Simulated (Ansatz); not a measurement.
OsBr3

```
Os Br
1.0
     5.24601    0.00000    0.00000
     0.00000    5.24601    0.00000
     0.00000    0.00000    5.24601
Os Br
1 3
Direct
  0.00000 0.00000 0.00000
  0.50000 0.00000 0.00000
  0.00000 0.00000 0.50000
  0.00000 0.50000 0.00000
```

Space group Pm-3m; started from the ReO3 prototype, which need not be the ambient phase; changed on purpose from its base cell (volume × 1.040); Hubbard U of 2 eV on Os d only; spin-polarised.

All numbers below come from DFT PBE+U, scalar-relativistic, plane waves, PAW (Ansatz).

The density is the valence pseudo-density of a PAW calculation; it isn't the true density close to the nuclei.

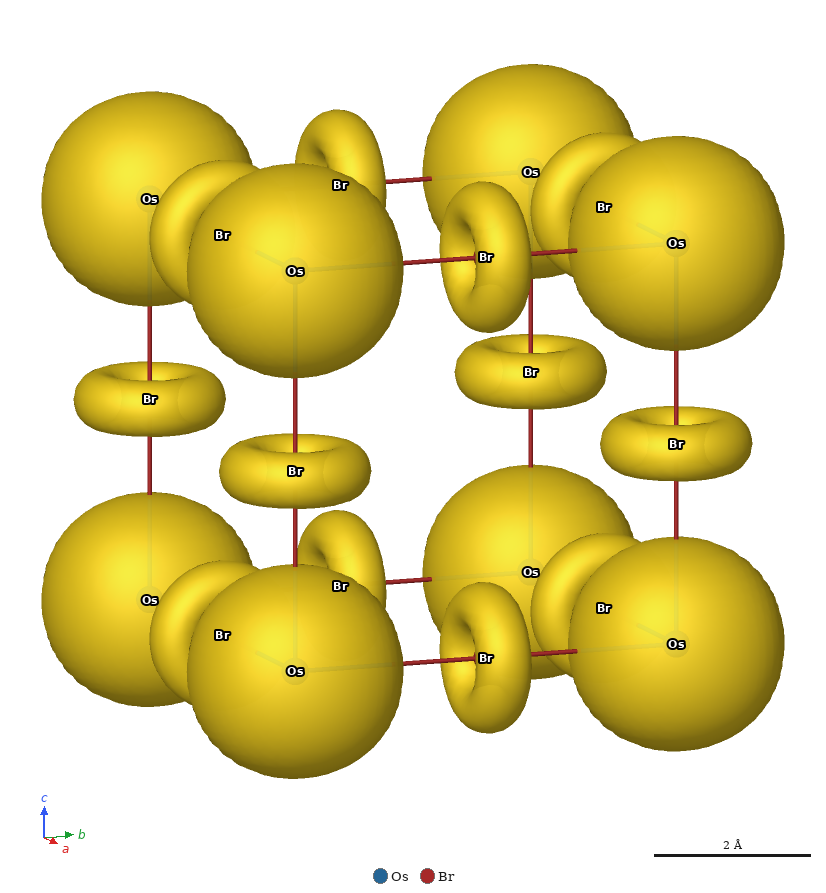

Figure 1. Isosurface of the spin density at +0.04 e/Å³ (yellow), seen slightly off an axis. Sticks mark near contacts.

Describe the spin distribution.

Answer. The spin density sits on Os: +2.4 μB in one cell of 4 atoms, with smaller moments on other sites: Br (up to +0.15 μB): parallel main moments, as they must be, since the calculation's own cell holds one magnetic site. The cell of the calculation (4 atoms) carries 3.5 μB of net spin moment.

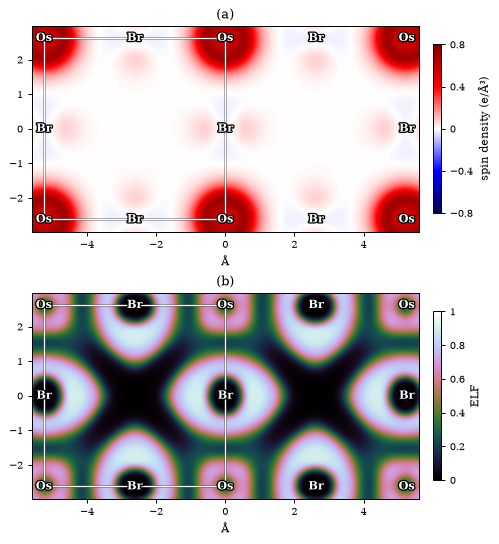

Figure 2. (a) spin density; (b) ELF on the (001) plane of the conventional cell.

What does the map show?

Answer.
- Atoms in the plane: Os and Br.
- Os–Br (2.62 Å): the ELF is about 0.35 at the midpoint.
- The features right at Os lie inside the PAW spheres, where the map follows smoothed inner orbitals and isn't to be read closely.

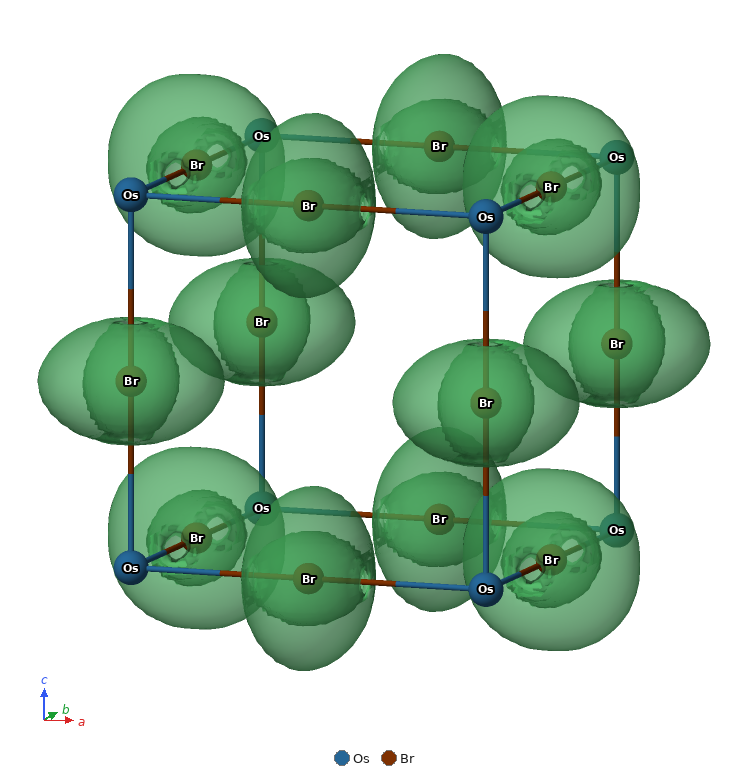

Figure 3. Isosurface of the ELF at 0.8 (green), seen slightly off an axis. Only the valence region is drawn (cores and ρ < 0.01 e/Å³ removed). Sticks mark near contacts.

What do the ELF domains correspond to?

Answer. At this value the surface marks out three regions wrapped around Br (the valence shell of each), counted in one cell of 4 atoms. Regions shared between cells count once.

Metal or insulator at this level of theory?

Answer. It is metallic or semimetallic at this level of theory: no gap opens; semilocal functionals without U, or without the true magnetic order, often close the gap of such compounds.
